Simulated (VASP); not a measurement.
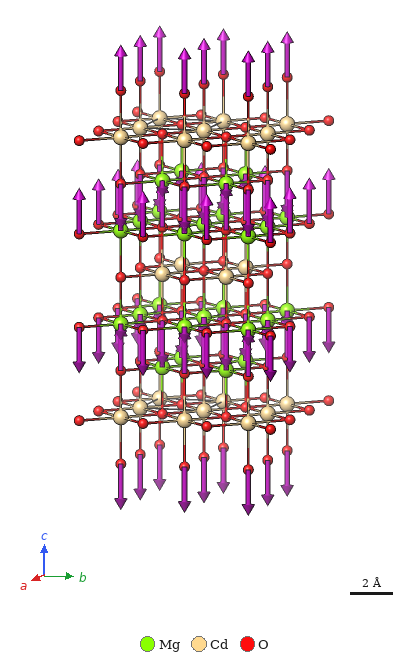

A relaxation of solid Mg$_{2}$CdO$_{3}$ (a generated structure, set up in I4/mmm). The starting structure is drawn; purple arrows show the displacements (the part carried along by the change of the cell is left out), magnified 20 times.

A ball-and-stick model of the conventional cell (2 times the calculation's cell), repeated 2 × 2 × 1 with one cell outlined, seen slightly off an axis. Lengths and directions refer to the drawn axes.

The run lets cell and atoms move.

The calculation used Kohn-Sham DFT of a periodic cell, PBE, VASP PAW PBE potentials, recommended (VASP 6.6.1).

Input
```
SYSTEM = Mg2CdO3
ALGO = Fast
EDIFF = 1E-4
EDIFFG = -0.08
ENCUT = 520
GGA = PE
IBRION = 2
ISIF = 3
ISMEAR = 0
LASPH = .True.
LCHARG = .False.
LREAL = .False.
LWAVE = .False.
NELM = 60
NSW = 24
PREC = Normal
SIGMA = 0.15
```

Run as
```bash
cat potpaw_PBE.64/Mg/POTCAR potpaw_PBE.64/Cd/POTCAR potpaw_PBE.64/O/POTCAR > POTCAR
mpirun -np 1 vasp_std > vasp.out
```

**Which element moves most?**

Oxygen: up to 0.11 Å, against 0.04 Å for magnesium.

**What did the optimiser do to the structure, and how much energy did it gain?**

The largest moves relative to the cell, 0.11 Å, are those of O atoms. Largest moves by element: O 0.11 Å, Mg 0.04 Å. Cd stays in place. Cell: a = b 3.250 → 3.189 Å (−1.9 %), c 13.808 → 13.337 Å (−3.4 %). Volume −7.0 %. Among the contacts that change: Mg–O 2.300 → 2.067 Å, Cd–O 2.298 → 2.255 Å, Mg–O 2.298 → 2.256 Å, Cd–O 2.302 → 2.337 Å. Among the angles between lasting bonds that change: Mg–O–Mg 180.0° → 176.3°, O–Mg–O 180.0° → 176.3°. The space group stays I4/mmm (No. 139). Over 5 geometry steps the energy falls by 54.5 meV per atom. The largest force component goes from 1.2 to 0.074 eV/Å. Pressure: −8.20 GPa at the start and −0.13 GPa at the end. It ran on 1 thread of Intel(R) Xeon(R) Platinum 8488C (Sapphire Rapids) (shared host).
